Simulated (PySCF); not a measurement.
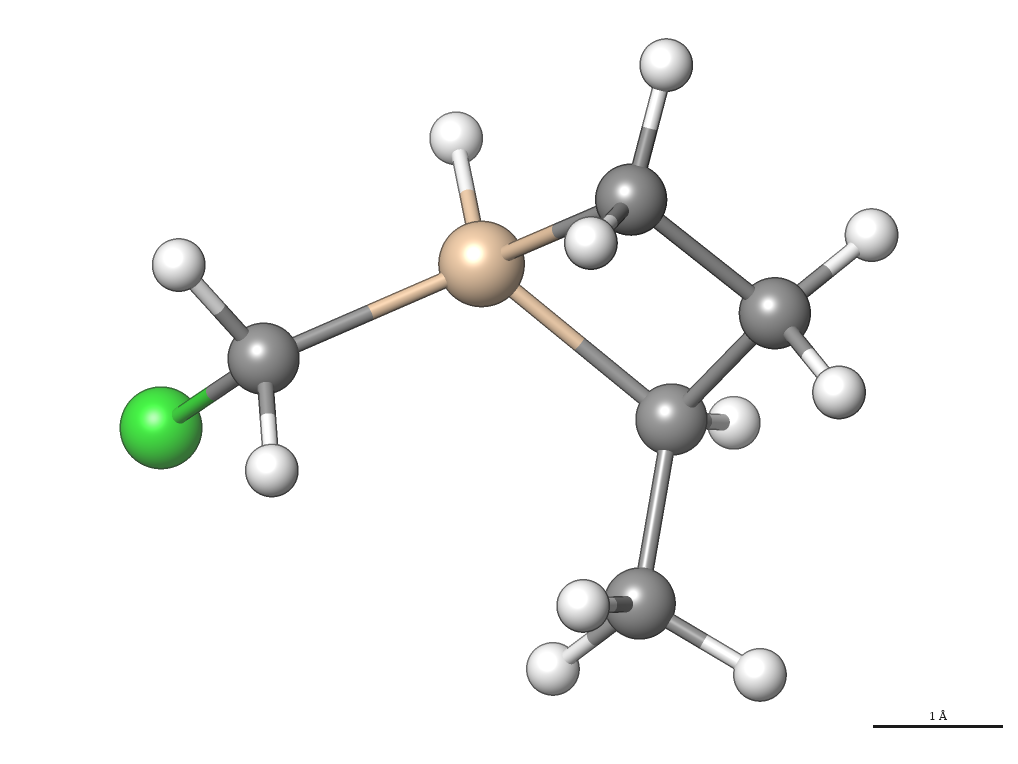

The picture shows a molecular structure as a ball-and-stick model. Every bond is drawn as one stick, whatever its order. Colours: carbon grey, silicon light orange, chlorine green, hydrogen white.

The computed structure is the end point of a GFN2-xTB optimisation. No frequency run is at hand to confirm it as a minimum.

Description:

Formula C₅H₁₁ClSi. Its SMILES string is `C[C@@H]1CC[Si@@H]1CCl`. Independent rings (smallest set): 1 of 4 members. Among its groups: C–Cl bond, Si–H bond. The point group is C1. Coordination, clear cases only: 3 C tetrahedral.

The parts below concern this one geometry. Atoms keep their numbers from picture to picture.

### Shape

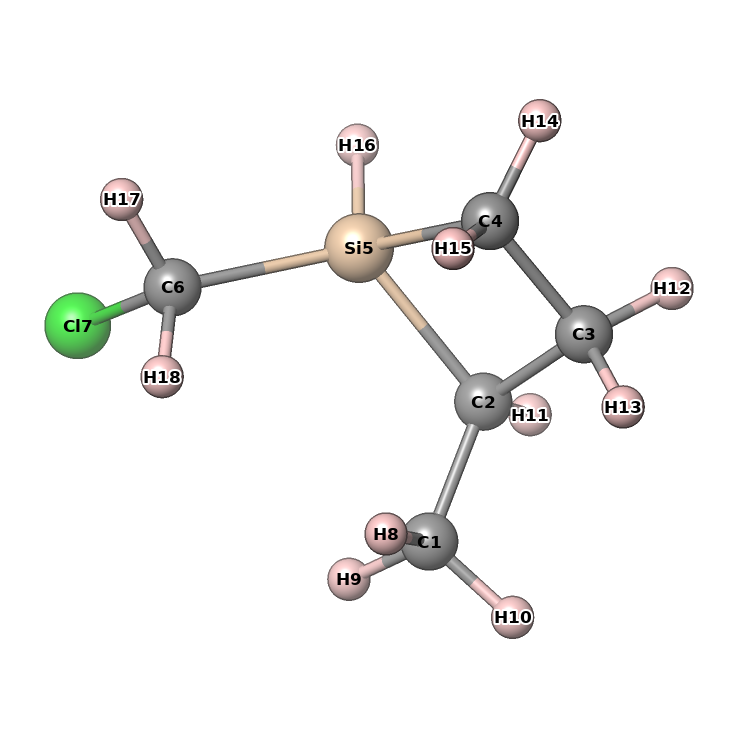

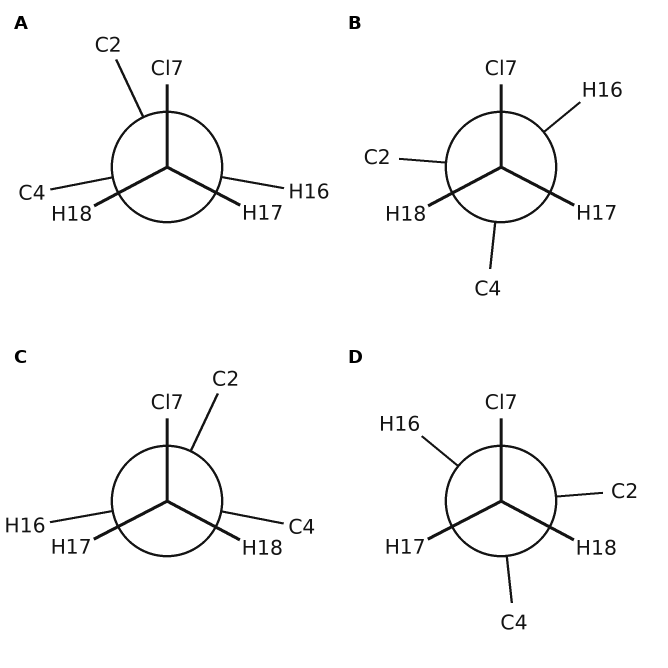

Distant atoms are faded towards the background colour. Bonds that would overlap in a projection are set slightly apart. No frequency run is at hand to confirm it as a minimum.

> Which Newman projection shows the view along C6–Si5, with C6 in front?

B. The torsion angle Cl7–C6–Si5–C2 is −85°, about perpendicular.

### Charges

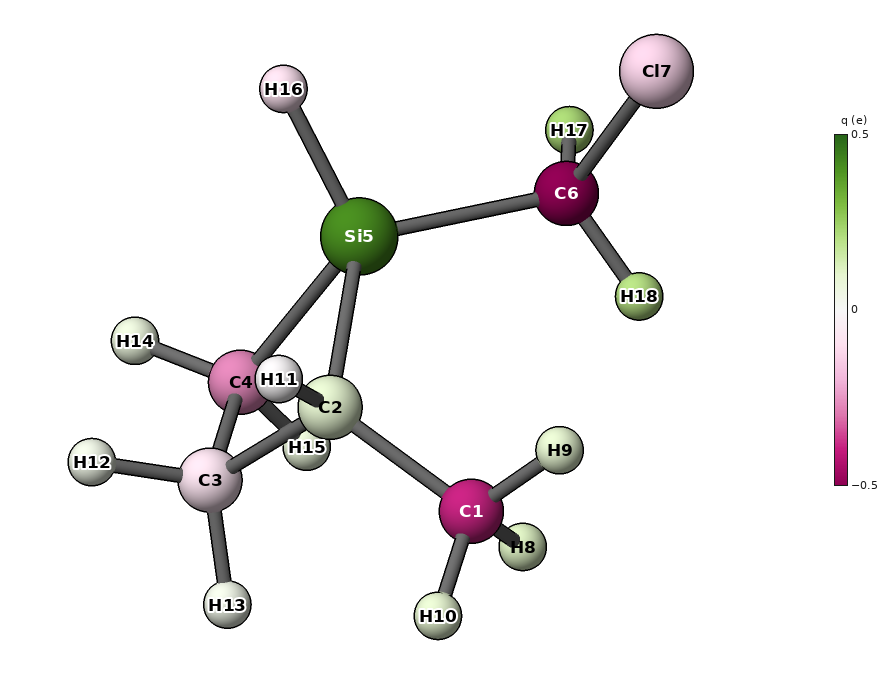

Atoms are coloured by their ESP-fitted charges. No frequency run is at hand to confirm it as a minimum. Method: PBE0/pcSseg-1, gas phase (PySCF 2.14.0).

List the ESP-fitted charges.

| atom | value (e) |
| --- | --- |
| C1 | −0.39 |
| C2 | 0.10 |
| C3 | −0.08 |
| C4 | −0.27 |
| Si5 | 0.41 |
| C6 | −0.49 |
| Cl7 | −0.13 |
| H8 | 0.12 |
| H9 | 0.10 |
| H10 | 0.10 |
| H11 | −0.01 |
| H12 | 0.04 |
| H13 | 0.04 |
| H14 | 0.07 |
| H15 | 0.08 |
| H16 | −0.09 |
| H17 | 0.22 |
| H18 | 0.20 |

### NMR shielding

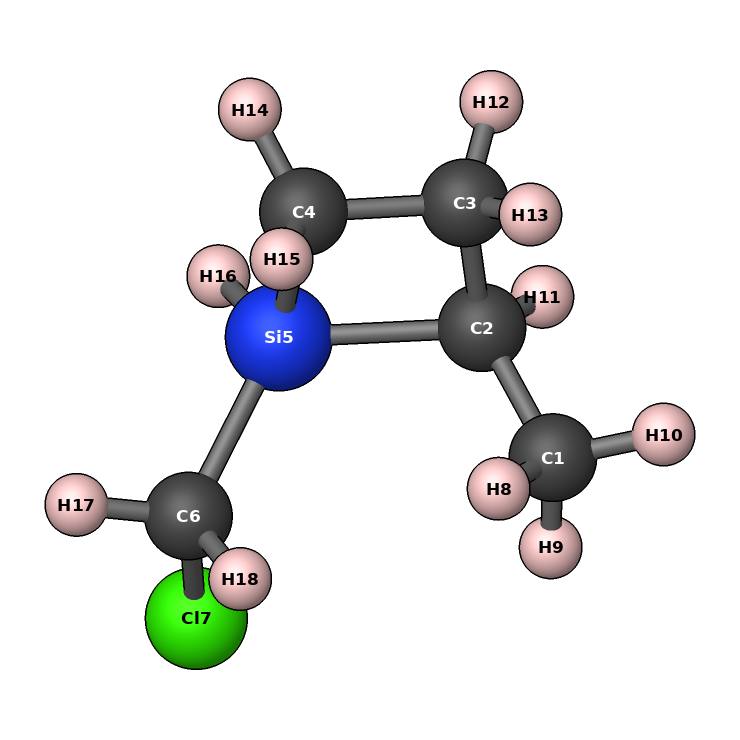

No frequency run is at hand to confirm it as a minimum. Method: GIAO PBE0/pcSseg-1 NMR shielding, non-relativistic, gas phase (PySCF 2.14.0). Principal shieldings σ11 ≤ σ22 ≤ σ33, span Ω = σ33 − σ11, skew κ = 3(σiso − σ22)/Ω.

> Which C atom has the most anisotropic shielding?

C6, with a span of 60 ppm.

Give the shielding tensors of the C atoms.

| atom | σ11 | σ22 | σ33 | σiso | Ω | κ |
| --- | --- | --- | --- | --- | --- | --- |
| C1 | 150.4 | 170.4 | 184.7 | 168.5 | 34.3 | −0.17 |
| C2 | 137.1 | 163.8 | 181.9 | 161.0 | 44.8 | −0.19 |
| C3 | 138.5 | 158.9 | 178.7 | 158.7 | 40.2 | −0.02 |
| C4 | 150.8 | 176.6 | 199.4 | 175.6 | 48.6 | −0.06 |
| C6 | 136.2 | 141.1 | 195.9 | 157.7 | 59.6 | 0.84 |

Shieldings and span in ppm.

### Electronic properties

No frequency run is at hand to confirm it as a minimum. Level of theory: PBE0/def2-SVPD, gas phase (PySCF 2.14.0). Excitations: vertical, linear response.

> Give the HOMO–LUMO gap at this level.

7.67 eV.

> Give the lowest vertical singlet excitation at this level.

6.38 eV.

> Estimate the mean static polarisability.

97.8 bohr³.

> Give the dipole moment at this level.

1.91 D.

The geometry is semi-empirical. Around Si such bond lengths and angles can be off by a tenth of an ångström or more and by several degrees, and values that hang on the shape move with them.
